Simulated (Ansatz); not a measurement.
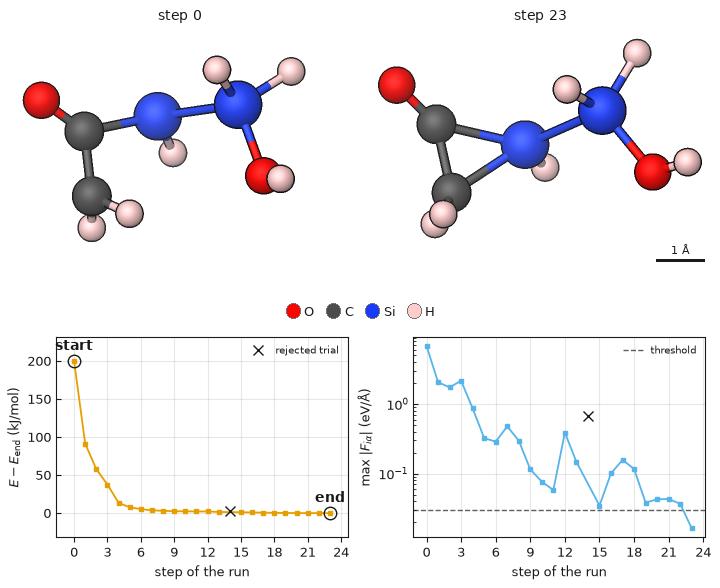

First and last geometry of a relaxation of C2H6O2Si2 (coarse preliminary run), with the history of the run. The picture is a ball-and-stick view, seen at a tilt.

The start comes from a force field.

Theory: RKS PBE-D4/def2-SVP in Ansatz 0.2.0. Set-up: force threshold 0.03 eV/Å; at most 200 steps.

Did the run converge, and what did it change?

Answer. It converged. After 22 accepted moves (23 points after the start) the energy has fallen by 199.9 kJ/mol. The largest force component goes from 6.9 to 0.016 eV/Å. The line search rejected the trial step at point 14 of the run. The atom that moves furthest after the best rigid fit is an H atom (1.10 Å). Largest moves by element: H 1.10 Å, Si 0.63 Å, O 0.61 Å, C 0.28 Å. Some distances before and after: C–Si 2.367 → 1.951 Å, C–Si 1.748 → 1.948 Å, C–C 1.373 → 1.483 Å, H–Si 1.442 → 1.510 Å. Bond angles that change, for instance: C–C–Si 98.0° → 67.8°, O–C–Si 134.2° → 149.2°, O–C–C 127.8° → 139.6°. Groups turn about O–Si by about 35°. Cost: 28 s on 4 threads of Arm Neoverse V2, on a shared host.
